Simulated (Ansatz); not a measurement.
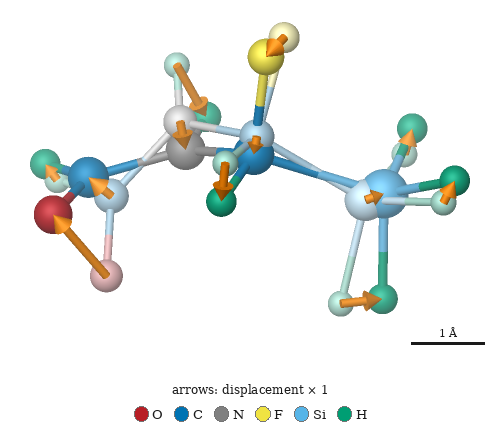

A relaxation of C$_{2}$H$_{6}$FNOSi. The starting structure is drawn faded, the final one solid; orange arrows show the displacements, at their true length. The two geometries are superimposed by the best rigid fit.

A ball-and-stick model, seen at a tilt.

The run prepares the start of a later molecular dynamics calculation, from a guessed geometry.

The calculation used RKS PBE-D4/6-31G (Ansatz). Set-up: no spin polarisation; force threshold 0.02 eV/Å; at most 40 steps.

Question: What happened in the run?

Answer: The atom that moves furthest after the best rigid fit is the O atom (1.25 Å). By element the largest moves are O 1.25 Å, H 0.94 Å, F 0.47 Å, C 0.43 Å, N 0.42 Å, Si 0.27 Å. Among the contacts that change: C–Si 1.819 → 1.945 Å, H–N 0.946 → 1.020 Å, C–F 1.430 → 1.478 Å, H–Si 1.480 → 1.514 Å. Among the angles between lasting bonds that change: N–C–F 100.4° → 110.4°, C–N–C 117.8° → 122.4°, O–C–H 118.7° → 123.1°. Groups turn about C–N by about 55°. The energy falls by 16.0 kcal/mol in 12 accepted moves (14 points after the start). Largest force component: 5.2 eV/Å at the start, 0.019 eV/Å at the end. The line search rejected the trial steps at points 2, 13 of the run.
